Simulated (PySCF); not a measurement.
**H4O4Si, SMILES `O[Si](O)(O)O`: what the electrons do**

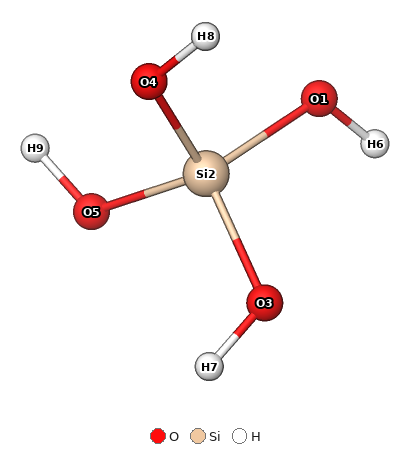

The molecule, with its atoms numbered as below. No frequency check shows the geometry to be a minimum.

Geometry (Å), atoms numbered from 1:

```
O1       1.2087    0.6497   -0.8701
Si2      0.0002   -0.0001   -0.0003
O3       0.6499   -1.2083    0.8699
O4      -0.6500    1.2084    0.8699
O5      -1.2088   -0.6496   -0.8701
H6       1.8242    0.0635   -1.2997
H7       0.0633   -1.8206    1.3036
H8      -0.0634    1.8206    1.3036
H9      -1.8243   -0.0634   -1.2997
```

Part 1: Bonding charge

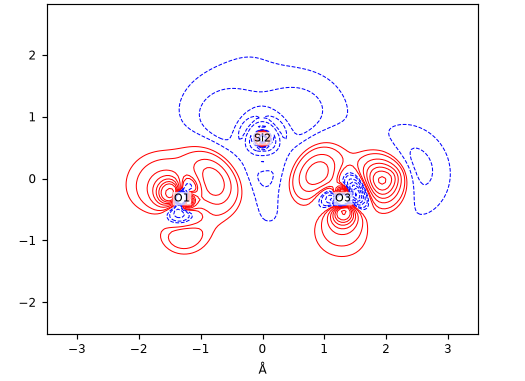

Deformation density (molecule less spherical, spin-averaged free atoms) in the plane of O1, Si2 and O3; contours at ±0.05 to ±0.8 e/Å³; solid red lines: gain, dashed blue lines: loss.

Method: PBE/def2-SVPD; geometry: GFN2-xTB; program: PySCF.

Question: How much density has each bond in this plane gained at its critical point, relative to the free atoms?

Answer: O1–Si2 and Si2–O3: +0.06 e/Å³ at the bond critical point (bond length 1.62 Å); up to 0.6 Å beside the axis the gain reaches +0.37 e/Å³. In all, 2.0 electrons gather in the regions of gain relative to the promolecule. A small or negative value marks a very polar bond, one between electron-rich atoms, whose free-atom densities already overlap strongly, a long bond to a heavier atom, or a closed-shell contact such as a hydrogen bond.

Question: Where do the Hirshfeld charges lie?

Answer: The highest Hirshfeld charge is on Si2 (+0.49 e), the lowest on O1, O3, O4 and O5 (−0.29 e).

Part 2: Bond critical points

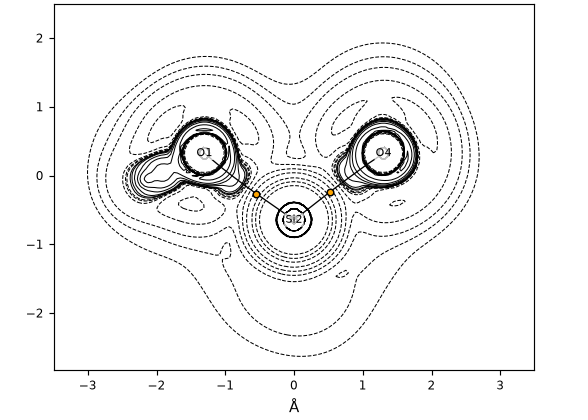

Negative Laplacian of the density (−∇²ρ) in the plane of O1, Si2 and O4 (solid lines positive, dashed lines negative, contours at ±0.02 to ±8 a.u.), with bond paths and bond critical points (dots).

Question: Sort the bonds in the plane by the sign of ∇²ρ at their critical points.

Answer: At none is it concentrated. Depleted (∇²ρ > 0): O1–Si2 and Si2–O4 (+1.07 a.u., H = −0.025).

Question: Where along O1–Si2 does the critical point lie?

Answer: 0.96 Å from O1 and 0.67 Å from Si2.

Part 3: Local ionisation energy

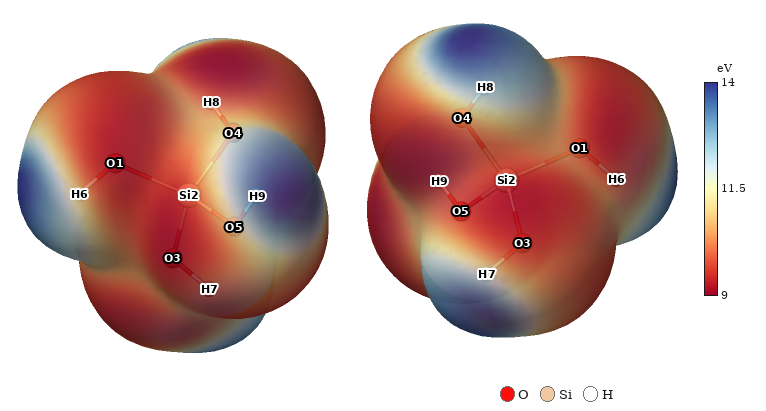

Average local ionisation energy on the surface of electron density 0.001 a.u. (back view left, front view right).

Question: Locate the minima of the map.

Answer: The lowest value is 9.1 eV, 1.9 Å from O3, and at like points elsewhere. Further minima include 9.1 eV, 1.9 Å from O5, and at like points elsewhere. For comparison, the highest occupied orbital lies at −7.5 eV.

Part 4: Excited states

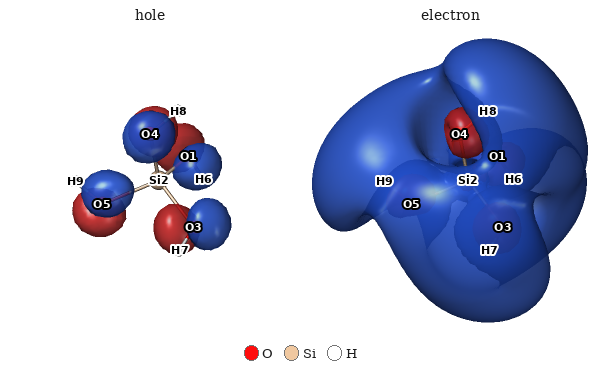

Leading natural transition orbital pair of S₄ (full linear response singlet states); the surfaces enclose about 70 % of each orbital's density.

Computed with PySCF, PBE/def2-SVPD, geometry: GFN2-xTB.

Question: Give its energy and the atoms that hole and electron lie on.

Answer: 7.47 eV (166 nm), f = 0.072, diffuse (Rydberg-like) orbital; the leading pair carries 97 %; hole on O1, O3, O4 and O5 (21 % each) and Si2 (11 %), electron on Si2 (18 %), H6, H7, H8 and H9 (11 % each) and O1, O3, O4 and O5 (10 % each) (atom shares of so diffuse an orbital are rough); their centroids lie 0.0 Å apart. In canonical orbitals it is mainly HOMO−3 → LUMO (97 %). The HOMO–LUMO gap is 6.55 eV.

Part 5: In an electric field

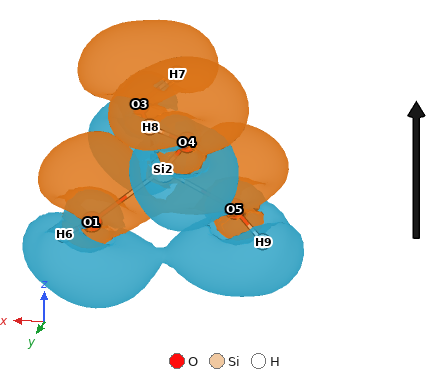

Change of the electron density in a uniform field of 0.41 V/Å along +z (arrow), surfaces at ±0.0015 e/Å³ (light blue: gain, orange: loss).

Method: PBE0/def2-SVPD; geometry: GFN2-xTB; program: PySCF.

The field was applied in both directions; the picture shows the one opposite to the script's first.

Question: How large is the response?

Answer: The induced dipole is 0.77 D (along the field); α along this axis, from the fields in both directions, is 38 bohr³ (5.6 Å³).

Part 6: Localised orbitals

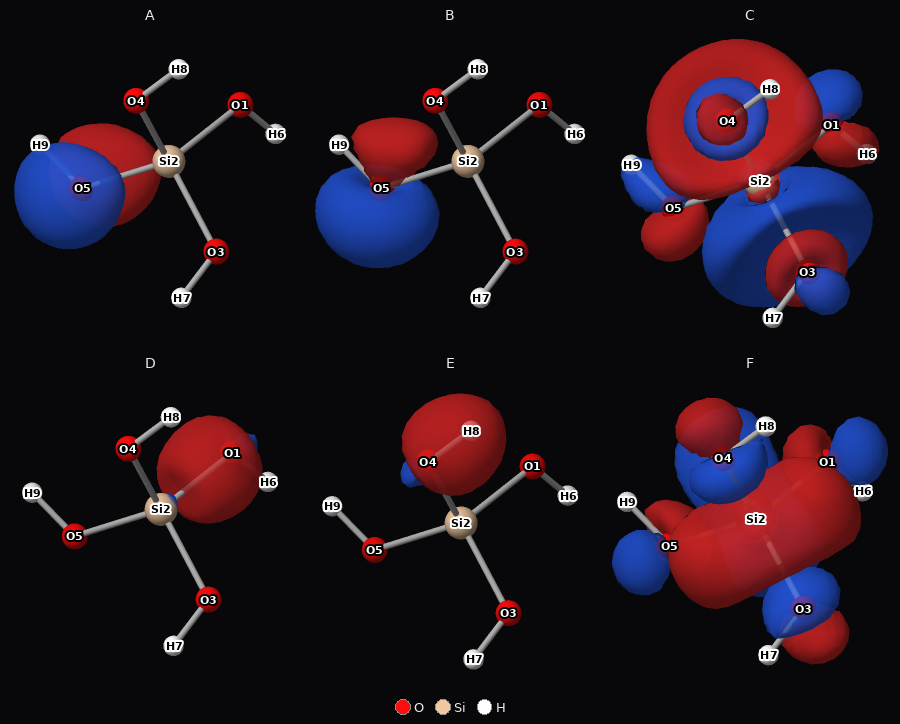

Intrinsic bond orbitals (IBO), occupied and valence-virtual; each surface holds about 80 % of the orbital's density. Energies are diagonal elements of the Fock matrix.

Level of theory: r2SCAN/def2-TZVP (PySCF), at a geometry from GFN2-xTB.

Question: Identify each orbital.

Answer: By panel:
- A: lone pair on O5 (p-type) (O5 94 %, Si2 5 %; −8.4 eV)
- B: lone pair on O5 (sp2.4-type) (O5 97 %; −11.4 eV)
- C: σ* orbital Si2–O3, mostly on Si2 (Si2 75 %, O3 10 %, O4 10 %; 7.2 eV)
- D: σ bond O1–Si2 (O1 79 %, Si2 20 %; −18.5 eV)
- E: σ bond O4–H8 (O4 69 %, H8 30 %; −19.4 eV)
- F: σ* orbital Si2–O5, mostly on Si2 (Si2 73 %, O5 7 %, O1 7 %; 6.0 eV)

Question: How do all the valence pairs divide up?

Answer: 16 pairs: 8 σ bonds and 8 lone pairs.

The PySCF runs shown took 8.9 s, 44 s, 13 s and 20 s on 1 thread of AMD EPYC 9R45 96-Core Processor (Zen 5), on a shared host.
